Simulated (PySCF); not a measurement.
**C3H12Si4: density, localisation and related maps**

```xyz
19

C    -1.8734   -1.5594    0.9195
C    -1.0214   -1.0324    1.7856
Si   -0.0101    0.5204    1.4361
Si   -1.1139    2.0956    0.0629
Si    0.4466    1.7106   -1.6579
Si    1.6034    0.1743   -0.2802
C     1.6134   -1.6141   -0.9402
H    -2.0653   -1.0980   -0.0378
H    -2.4274   -2.4652    1.1170
H    -0.8764   -1.5424    2.7307
H     0.4451    0.9571    2.7710
H    -1.1616    3.4707    0.5785
H    -2.5226    1.8251   -0.2578
H     1.2070    2.8807   -2.1174
H    -0.0986    1.1746   -2.9144
H     3.0190    0.4677    0.0225
H     2.1608   -1.6994   -1.8746
H     2.0670   -2.2997   -0.2301
H     0.5987   -1.9571   -1.1208
```

Geometry: GFN2-xTB.

All numbers below come from PBE0/pcSseg-1, SCF density, gas phase, non-relativistic in PySCF 2.14.0.

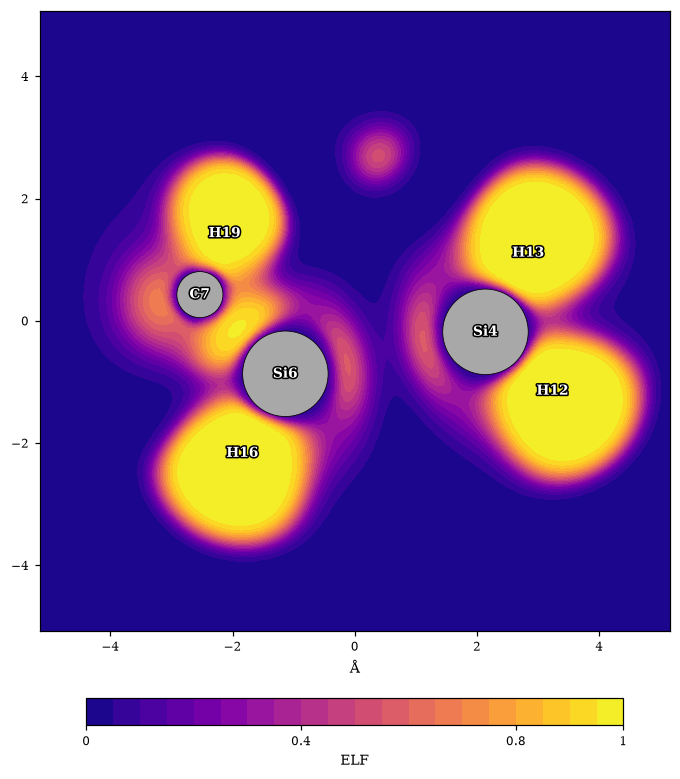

Figure 1. Electron localisation function on the plane of atoms H12, Si4 and H13. Grey discs cover the atomic cores.

Question: Describe what can be read from this map.

Answer:
- The section cuts through Si, C and H sites.
- C–Si (1.91 Å): the ELF peaks at about 0.95 between the atoms: a shared electron pair.
- C–H (1.09 Å): the ELF climbs to about 1 towards the hydrogen, as it does in any bond to H: an ordinary covalent bond to hydrogen.
- Si–H (1.47 Å): the ELF climbs to about 1 towards the hydrogen.

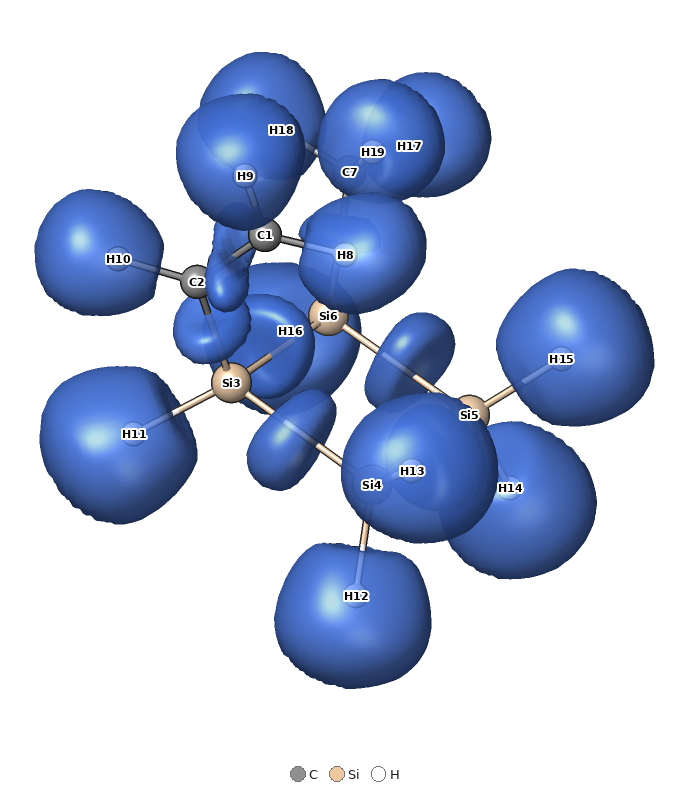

Figure 2. Isosurface of the ELF at 0.85 (blue), seen at an oblique angle. Core shells and regions of very low density are left out.

Question: Where are the electrons localised?

Answer: The surface consists of one region between bonded C–C atoms (shared pairs), two regions between bonded C–Si atoms (shared pairs), four regions between bonded Si–Si atoms (shared pairs) and twelve regions around hydrogen nuclei.


C–C (1.32 Å): the ELF peaks at about 0.90 between the atoms (a short, multiple covalent bond). C–Si (1.89 Å): the ELF peaks at about 0.95 between the atoms; a shared electron pair.

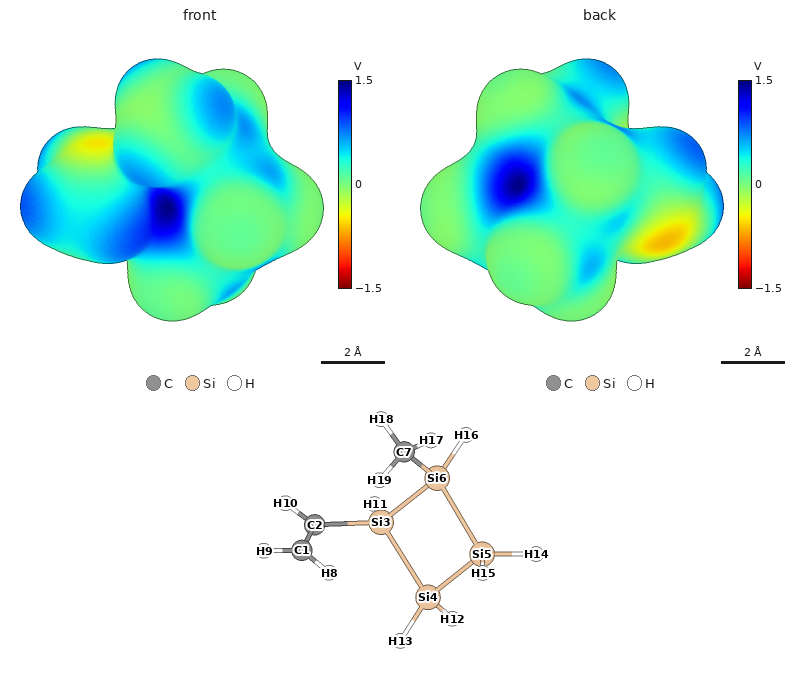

Figure 3. The molecular electrostatic potential painted on the density surface at 0.002 e/bohr³, seen from the front and from behind; red is negative and blue positive. The bare structure is drawn below in the same view.

Question: Which sites attract a positive test charge, and which a negative one?

Answer: A positive charge is drawn to the negative regions and a negative charge to the positive ones. The most negative region (about −0.6 V) lies over the π face of C1 and C2, the most positive (about +1.4 V) over Si3, Si4, Si5 and Si6.

Question: How polar is the molecule by this calculation?

Answer: Its dipole moment is 1.15 D.
